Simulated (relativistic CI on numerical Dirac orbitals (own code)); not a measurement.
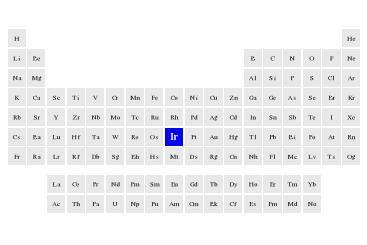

Figure 1. The place of iridium in the periodic table.

# Run report: Ir³⁺, relativistic CI calculation

System: Ir³⁺.
Method: Dirac-Coulomb-Breit CI, KLI orbitals optimised for each configuration, model QED (radiative potential, 1s self-energy scaled to tabulated hydrogen-like ionisation energies), numerical settings as typed (relativistic CI on numerical Dirac orbitals, in-house).

### The input
```
atom Ir  Z=77  charge=3  electrons=74
nucleus A=193  rms_radius_fm=5.4032
hamiltonian dirac-coulomb  breit=on  qed=on  c_scale=1
orbitals kli  potential=per-configuration
slater_scale 1
correlation none
mixing on
grid step=0.0125 r_max=64.9
scf mixing=0.4 start=green max_iterations=4 tolerance=2e-08 node_fill=0.05
configurations
  [Xe] 4f14 5d6
  [Xe] 4f14 5d5 6s
  [Xe] 4f14 5d5 6p
end
```

The run was one of a batch that the task file lists, launched with:
```bash
python <driver script> task.json out
```

The program writes its results to a structured record and prints no log; tables and figures of this report are taken from that record.

### Outcome

- outcome: not converged
- hardware: 1 CPU thread, shared host

### What went wrong

This input holds a deliberate fault: iterations. The run did not meet its convergence test, so its last values are not results. Limits: SCF of 1s2 2s2 2p6 3s2 3p6 3d10 4s2 4p6 4d10 4f14 5s2 5p6 5d6 did not converge.
